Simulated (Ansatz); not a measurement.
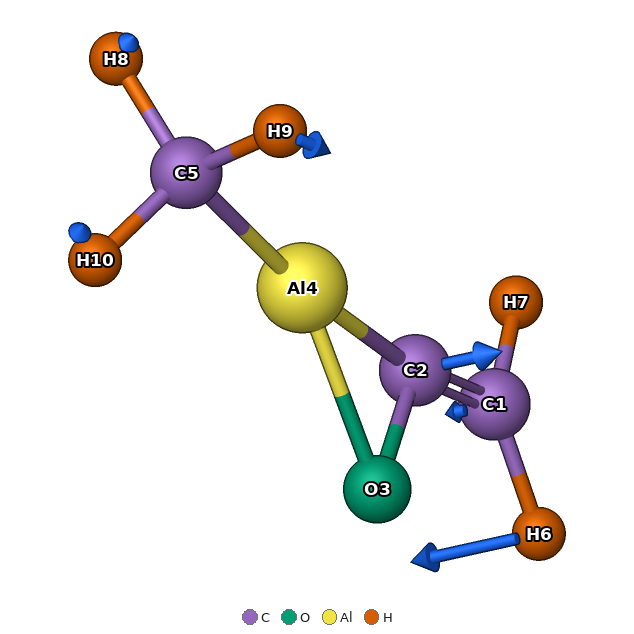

The arrows show one normal mode. Harmonic vibrations computed with RKS PBE0-D4/def2-TZVP (Ansatz 0.2.0) at a stationary point of the same level.

Estimate its harmonic wavenumber.

321 cm⁻¹; it is mode 4 of 24 counted from the lowest.
